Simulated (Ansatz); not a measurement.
Input

```
crystal:
  periodic: [false, false, false]
  atoms:
    - {symbol: C, position_ang: [-1.720214, -0.367625, 0.167639]}
    - {symbol: C, position_ang: [-0.611932, 0.427214, 0.874427]}
    - {symbol: C, position_ang: [0.718241, -0.324708, 0.849901]}
    - {symbol: C, position_ang: [1.462761, -0.163813, -0.458873]}
    - {symbol: F, position_ang: [1.797547, 1.137303, -0.683492]}
    - {symbol: F, position_ang: [2.609547, -0.879787, -0.466809]}
    - {symbol: F, position_ang: [0.721149, -0.564770, -1.522014]}
    - {symbol: N, position_ang: [-2.629111, 0.387987, -0.518460]}
    - {symbol: O, position_ang: [-1.801964, -1.587520, 0.265104]}
    - {symbol: H, position_ang: [-3.379516, -0.095859, -1.013074]}
    - {symbol: H, position_ang: [-2.495505, 1.384272, -0.680699]}
    - {symbol: H, position_ang: [-0.938485, 0.544662, 1.929008]}
    - {symbol: H, position_ang: [-0.496389, 1.450529, 0.461567]}
    - {symbol: H, position_ang: [1.397782, 0.022062, 1.652177]}
    - {symbol: H, position_ang: [0.517616, -1.404608, 1.001410]}
basis:
  gaussian:
    orbitals: def2-SVPD
hamiltonian:
  xc: {name: PBE0}
output: {forces: true, orbitals: {seedname: orbitals}}
```

Run with:

```sh
ansatz run input.yaml --threads 4 --pin off --max-ram 7830MiB --events-out events.jsonl --progress --plain --runs-dir runs
```

Geometry: PBE-D3(BJ)/def2-SVP.

The calculation used Ansatz, isolated molecule in a Gaussian basis; Kohn-Sham density functional theory, functional PBE0.

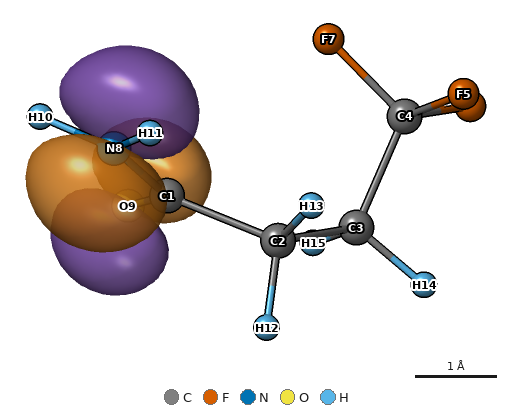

C4H6F3NO (SMILES NC(=O)CCC(F)(F)F). The HOMO−1 at ±0.15 Å⁻³ᐟ² (orange and purple are the two phases), seen at a tilt.

**What is the character of this orbital?**

By Hirshfeld shares it lies mainly on N8 (about 45 %), O9 (about 35 %) and C1 (about 10 %); largely a combination of lone pairs on N8 and O9. Its energy is −8.26 eV.
